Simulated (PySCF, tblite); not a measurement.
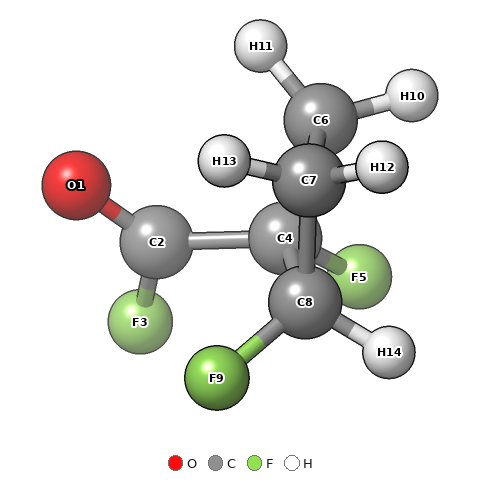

Geometry used (C₅H₅F₃O, SMILES O=C(F)[C@@]1(F)CC[C@H]1F).

GIAO shifts, PBE0/pcSseg-1 with PySCF 2.14.0, at a GFN2-xTB geometry (a minimum by its frequencies), against CFCl₃ for ¹⁹F, TMS for ¹³C and H₂O for ¹⁷O computed at the same level (¹⁹F: this reference is a hard case for the method, so all values can be off together by tens of ppm, and differences between signals are safer; ¹⁷O: a single water molecule, while the usual scale starts at liquid water and gives values some tens of ppm lower). Gas phase, fully decoupled, line heights follow the number of nuclei, widths are arbitrary (no quadrupolar broadening); values of one conformer, averaged over methyl-type rotors and exact or near symmetry; other conformers aren't averaged in.

Q: Predict the ¹⁹F spectrum.

A: 3 signals.


| δ (ppm) | nuclei | atoms |
| --- | --- | --- |
| 42.0 | 1 | F3 |
| −172.6 | 1 | F5 |
| −194.4 | 1 | F9 |

Q: How many ¹³C lines appear, and where?

A: 5 signals.


```tsv
δ (ppm)	nuclei	atoms
170.2	1	C2
99.6	1	C4
96.2	1	C8
25.3	1	C6
22.7	1	C7
```

Q: Which ¹⁷O signals does it give?

A: 1 signal.


| δ (ppm) | nuclei | atoms |
| --- | --- | --- |
| 454.0 | 1 | O1 |

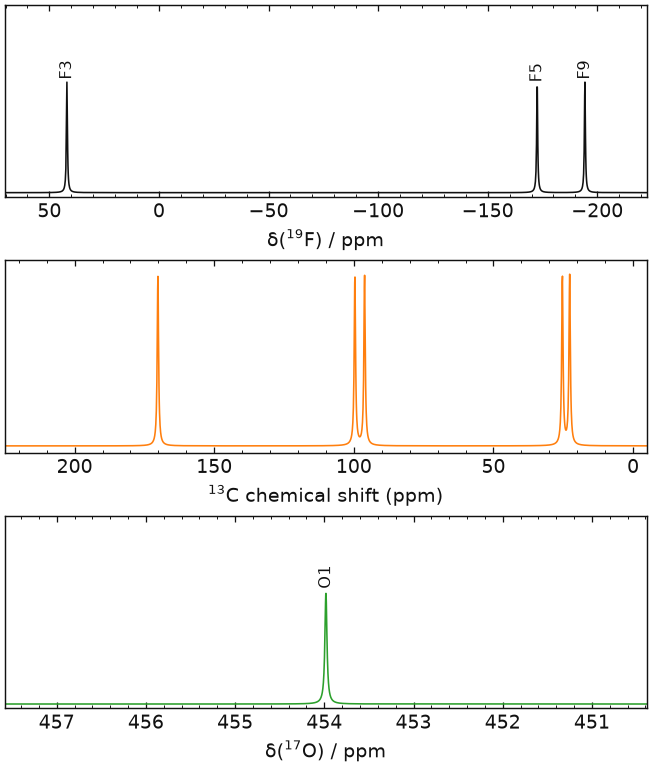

Known limits of this run: the tight-binding geometry is rougher than a DFT one and adds to the error.
